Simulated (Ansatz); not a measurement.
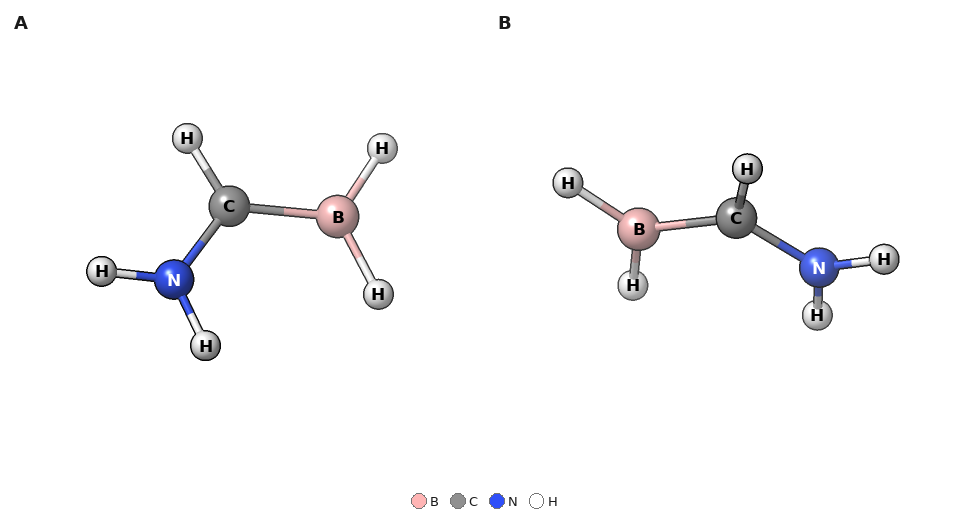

Depth is shown by fading: the farther an atom, the more it takes the colour of the background. Charge 0, doublet. The computed structure is the end point of a PBE0-D4/def2-TZVP optimisation. No frequency run is at hand to confirm it as a minimum.

How are A and B related: the same structure turned, mirror images, conformers, diastereomers or constitutional isomers?

Answer. They are the same structure, CH5BN, seen from two directions. With point group Cs it is achiral, so its mirror image would be the same too.
